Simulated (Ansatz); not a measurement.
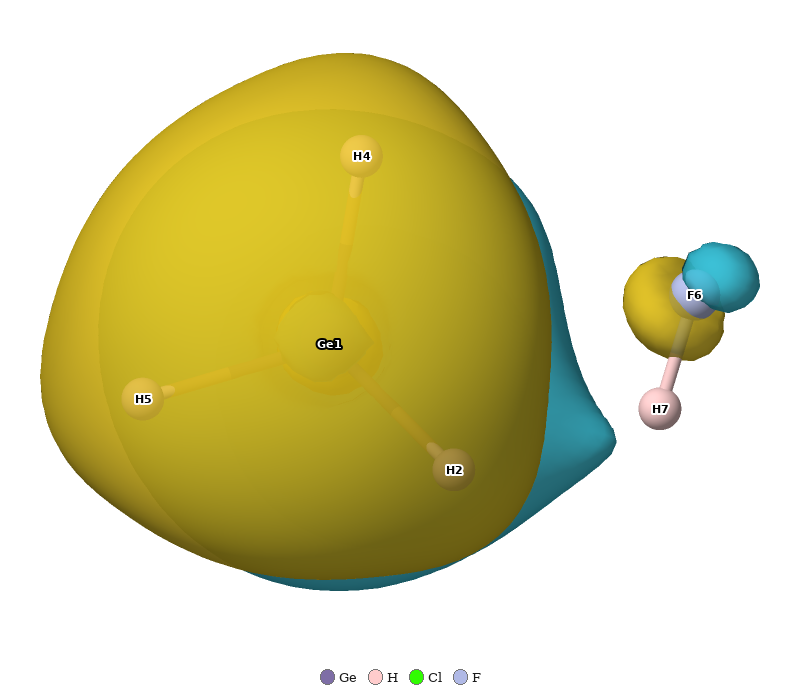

*ClGeH$_{3}$···HF. The LUMO at ±0.06 Å⁻³ᐟ² (yellow and cyan are the two phases), seen from one side.*

These are results of Ansatz, RKS PBE/def2-SVP, not measurements.

Input file:

```
crystal:
  periodic: [false, false, false]
  atoms:
    - { symbol: Ge, position_ang: [0.0, 0.0, 0.0] }
    - { symbol: H, position_ang: [0.0, 0.0, 1.9] }
    - { symbol: Cl, position_ang: [2.0935, 0.0, -0.7393] }
    - { symbol: H, position_ang: [-0.73, 1.2648, -0.5162] }
    - { symbol: H, position_ang: [-0.73, -1.2648, -0.5162] }
    - { symbol: F, position_ang: [1.0384, 1.566, 0.6243] }
    - { symbol: H, position_ang: [0.5576, 0.8409, 1.7574] }
basis:
  gaussian: { orbitals: def2-SVP }
hamiltonian:
  xc: pbe
relax:
  f_tol: 0.15
  max_steps: 25
  restrain:
    - { distance: [0, 5], at: 2.88, k: 30.0 }
    - { distance: [6, 1], at: 1.86, k: 30.0 }
    - { distance: [0, 1], at: 1.55, k: 30.0 }
    - { distance: [6, 5], at: 0.92, k: 30.0 }
output:
  orbitals: {}
```

Launched as:

```sh
ansatz run input.yaml --threads 2 --pin off --max-ram 3072MiB --backend cpu --events-out ev --progress --plain --runs-dir out
```

The fields are those of the run's last geometry, not of the input's.

### What is the character of this orbital?

By Hirshfeld shares it lies mainly on Ge1 (about 55 %) and Cl3 (about 30 %). Its energy is −1.21 eV.
